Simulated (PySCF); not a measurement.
# Hf(OH)2: triplet, from a B3LYP minimum start

Aim: relax Hf(OH)2 as a triplet from a B3LYP minimum start, check by its vibrations whether the end is a minimum, and collect its spectrum and constants.

Program: PySCF 2.14.0. Level of theory: B3LYP, basis Hf def2-SVP with ECP60, O def2-SVP, H def2-SVP, scalar-relativistic core potentials, no spin–orbit coupling, density fitting. These are calculated values, not measurements.

## (1) Starting geometry

5 atoms, charge 0, spin multiplicity 3.

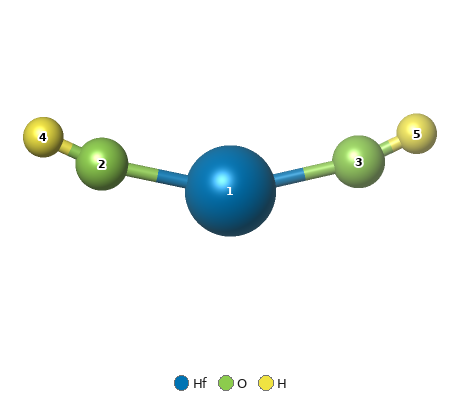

Start geometry, drawn with hafnium blue, oxygen green, hydrogen yellow; atoms are numbered from 1 in the order of the file.

Coordinates in bohr (charge 0 multiplicity 3):
```
Hf    0.0000    0.0000   -0.1638
O     3.5328   -0.7375    0.6184
O    -3.5329    0.7374    0.6184
H     5.1382   -1.0727    1.3859
H    -5.1383    1.0725    1.3859
```

## (2) Finding the electronic state

The steps below are one call of a driver around PySCF. For each, scf.py gives the equivalent set-up of the SCF; relaxations use the driver's own optimiser. After this first run the driver tries any further starts and a stability analysis.

Input file scf.py:

```python
from pyscf import gto, scf, dft
mol = gto.M(atom='''
Hf     0.000002     0.000008    -0.086678
O      1.869488    -0.390281     0.327269
O     -1.869504     0.390224     0.327247
H      2.719010    -0.567655     0.733407
H     -2.719045     0.567525     0.733375''',
    basis={'Hf': 'def2-SVP', 'O': 'def2-SVP', 'H': 'def2-SVP'},
    ecp={'Hf': 'def2-SVP'},
    charge=0, spin=2)
mf = dft.UKS(mol, xc='B3LYP')
mf.grids.atom_grid = (50, 194)
aux = {'Hf': 'def2-universal-JKFIT', 'O': 'def2-universal-JKFIT', 'H': 'def2-universal-JKFIT'}
mf = mf.density_fit(auxbasis=aux)
mf.conv_tol = 1e-08
mf.diis_space = 10
mf.max_cycle = 60
mf.init_guess = 'minao'
mf.verbose = 4
mf.kernel()
```

Command:

```sh
$ OMP_NUM_THREADS=2 python axn.py task.json out
```

Further steps of the session: Relaxation: B3LYP minimum start, triplet; Is it a minimum? Harmonic modes.

**Question.** What will these runs give? Wanted: minimum; geometry; wavenumbers; dipole moment; highest occupied, lowest empty level; polar-tensor charge of Hf1; zero-point energy; atomisation energy; ⟨S²⟩.

**Answer**, as computed:

```
                                          quantity                                                                                      value
                                           minimum                                                                               triplet, C2v
                                          geometry                     Hf–O 1.954 Å (×2), O–H 0.958 Å (×2); H–O–Hf 167.2° (×2), O–Hf–O 155.5°
                                wavenumbers (cm⁻¹)  87 (a1), 407 (b1), 424 (a1), 461 (b2), 478 (a2), 653 (b2), 684 (a1), 3969 (b2), 3970 (a1)
                                     dipole moment                                                                                     1.03 D
highest occupied, lowest empty level (either spin)                                                                            -3.81, -2.39 eV
                        polar-tensor charge of Hf1                                                                                    +0.93 e
                                 zero-point energy                                                                                66.6 kJ/mol
                               entropy at 298.15 K                                                                            308.0 J/(mol K)
         atomisation energy (no zero-point energy)                                                                                1895 kJ/mol
                                              ⟨S²⟩                                                                                      2.002
```

In words: The B3LYP minimum start keeps its C2v symmetry and ends in a minimum. In the infrared the band at 3969 cm⁻¹ (b2) leads. Most of the spin sits on Hf1 (Mulliken spin 2.05, against 2 for the whole molecule). Only this shape and spin were tried, so other structures or states may lie lower. Open d and f shells are described by one determinant, and the ground state may have another occupation or spin. With an element this heavy the missing spin–orbit coupling can shift these numbers.
